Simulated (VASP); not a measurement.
Band structure of SnSe (space group Pnma). Method: PBE GGA, VASP's PBE PAW potentials (set 64) (plane waves; VASP).

Unless said otherwise, spin-orbit coupling is left out, though it shifts the bands of the heavy elements here.

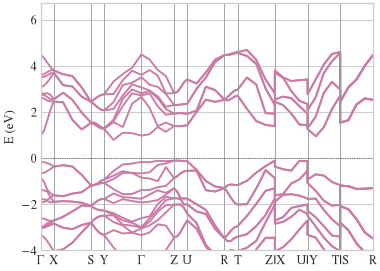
Figure: Bands along high-symmetry lines, zero at the valence-band maximum or, without a gap, the Fermi level

Q: Read the plot: is there a gap, and where are the band edges?

A: The gap is indirect, 0.72 eV, from the valence maximum at (0.00, 0.00, 0.33) to the conduction minimum at (0.00, 0.33, 0.00).

The structure comes from a computed database's SnSe entry; how it stands against other phases isn't given here. The cell was not relaxed at this level. The k-mesh is coarse (spacing up to 0.54 per Å, 2π included), so the numbers may not be converged in it.
